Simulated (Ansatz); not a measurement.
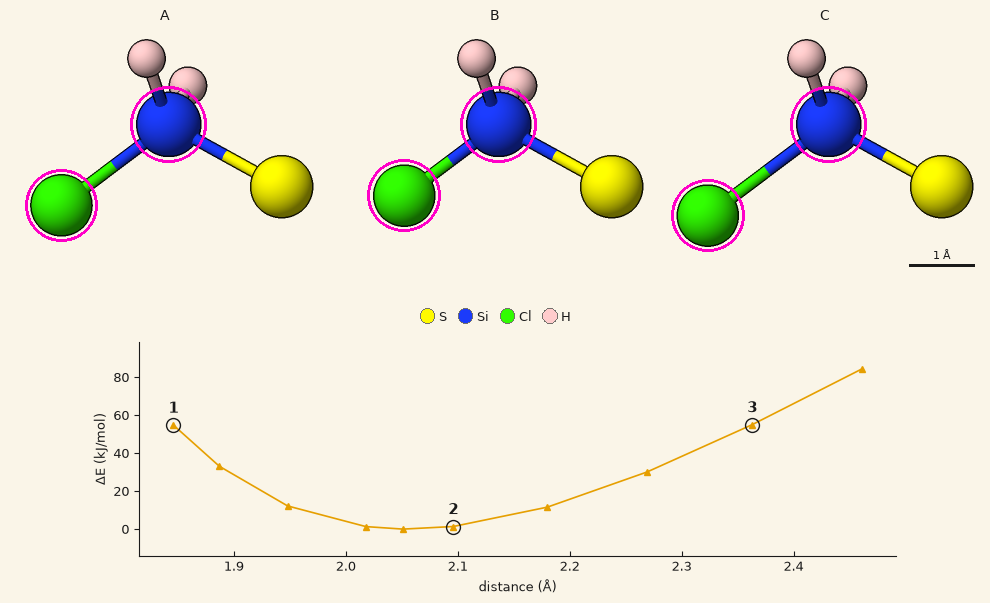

Energy scan for SiH₂SCl (multiplicity 2), in which the Si–Cl bond length is varied, with the rest of the molecule carried along rigidly. The frames are shuffled; the numbered points of the plot belong to them. The picture is a ball-and-stick view, seen at a tilt. The ringed atoms are those of the scanned coordinate.

Single-point energies from Ansatz with CCSD(T) in the def2-TZVPP basis, on geometries moved rigidly from the minimum at PBE0-D4/def2-TZVP. Coupled cluster with a frozen core. Energies are counted from the PBE0-D4/def2-TZVP minimum geometry at the same level.

**Which frame belongs to which numbered point?**

Point 1 is frame B (the distance 1.846 Å, 54.8 kJ/mol); 2 is frame A (the distance 2.096 Å, 1.4 kJ/mol); 3 is frame C (the distance 2.363 Å, 55.0 kJ/mol). Of the computed points the lowest is at the distance 2.051 Å, 0.0 kJ/mol. The curvature at the lowest point is about 19 eV/Å² (3.1 mdyn/Å). The well is steeper on the short side, as for any bond.
